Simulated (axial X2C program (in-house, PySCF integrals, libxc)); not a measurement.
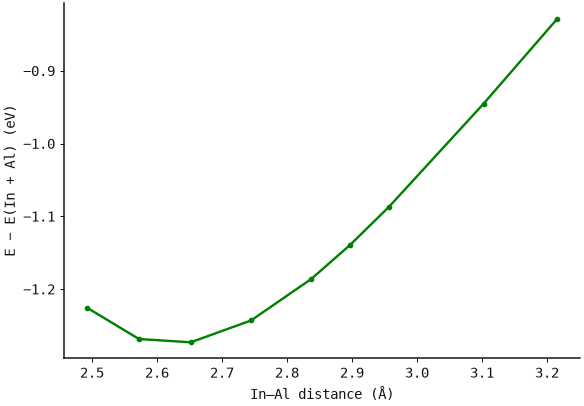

Energy at 9 bond lengths, for one set of occupations held fixed; the line joins the points. A polynomial of degree 6 through 9 points gives rₑ = 2.622 Å, ωₑ = 248.7 cm⁻¹, ωₑxₑ = 0.88 cm⁻¹ and Bₑ = 0.1122 cm⁻¹. The minimum lies 1.28 eV below In + Al, each computed as one determinant at the same level.

# InAl: relativistic diatomic calculation

InAl, single determinant with M_S = 1 and |Λ| = 0 (not the lowest found). Computed at this level: PBE0, spin-free X2C-1e, In dyall-cv3z, Al dyall-v3z (cores contracted) (axial X2C program (in-house, PySCF integrals, libxc)).

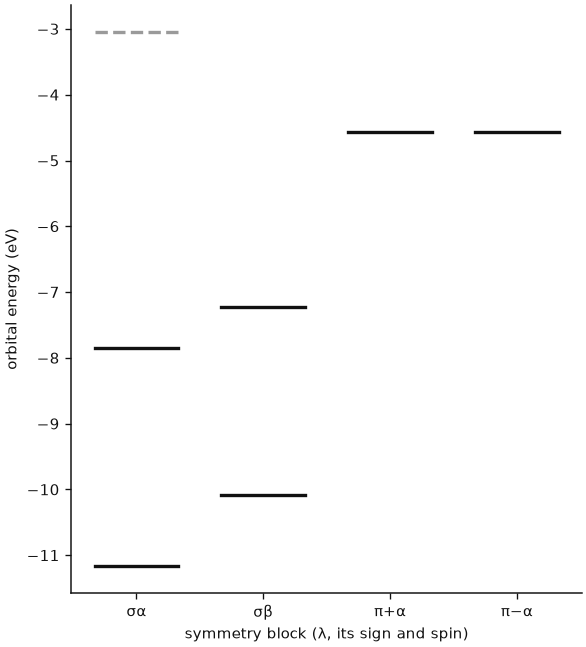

Orbital energies near the frontier at 2.65 Å, filled (solid) and empty (dashed); a label such as π−α means λ = −1 and α spin. The highest filled orbital (π−α; 50 % Al p, 45 % In p) lies at −4.57 eV, the lowest empty one (σα; 46 % Al p, 41 % In p) at −3.04 eV.

Input and output of the run follow.

The input:
```
{"zs": [49, 13], "q": 0, "bas": ["dyall-cv3z", "dyall-v3z"], "levels": ["PBE0", "HF", "B97-3"], "cc": true, "r0": 2.68, "thr": -1.0, "nmax": 90, "npts": 10, "nst": 2, "ntry": 6}
```

The line is the task of a batch: nuclear charges, charge, bases, the levels to run, a first guess of the distance and further settings. This report covers PBE0 without spin-orbit coupling. The log is that of the reference distance 2.652 Å.

Launched within a batch (the task file carries these settings):
```bash
python <driver script> task.json out
```

Log:
```
spin-free X2C-1e  PBE0
basis functions 178  fitting functions 958  grid points 5084
iter        total energy     max residual
   1      -6123.163674981     1.13e+00
   2      -6123.404897662     1.96e-02
   3      -6123.405409319     6.02e-03
   4      -6123.405832397     3.91e-03
   5      -6123.405854841     6.41e-04
   6      -6123.405855974     4.52e-04
   7      -6123.405857602     2.20e-04
   8      -6123.405858046     7.39e-05
   9      -6123.405858086     2.28e-05
  10      -6123.405858090     9.39e-06
converged
one-electron -8685.18435966  Coulomb 2614.18399549  exact exchange -44.18229133  xc functional -135.32949345  nuclear repulsion 127.10629086
```

The points of the curve:

| R (Å) | E (hartree) | dipole (D; origin at the first atom, positive when the second is positive) | highest filled (eV) | lowest empty (eV) |
| --- | --- | --- | --- | --- |
| 2.493 | −6123.404120 | −0.44 | −4.73 | −2.97 |
| 2.572 | −6123.405692 | −0.49 | −4.64 | −3.01 |
| 2.652 | −6123.405858 | −0.53 | −4.57 | −3.04 |
| 2.745 | −6123.404756 | −0.58 | −4.48 | −3.07 |
| 2.838 | −6123.402658 | −0.64 | −4.41 | −3.08 |
| 2.897 | −6123.400953 | −0.67 | −4.36 | −3.09 |
| 2.957 | −6123.399018 | −0.71 | −4.31 | −3.10 |
| 3.103 | −6123.393801 | −0.79 | −4.22 | −3.10 |
| 3.215 | −6123.389541 | −0.85 | −4.15 | −3.09 |

Key numbers:

| quantity | value |
| --- | --- |
| outcome | converged |
| bond length rₑ | 2.622 Å |
| ωₑ | 248.7 cm⁻¹ |
| energy at the minimum | −6123.40594 hartree |
| depth below the fragments | 1.28 eV |
| largest ⟨S²⟩ along the curve | 2.01 |
| hardware | 1 thread of Arm Neoverse V1, 24 GiB of memory available, shared host |
| wall time | 7.2 s |
| peak memory | 0.47 GiB |

Notes:

Limits: 9 of the 10 points asked for were kept.
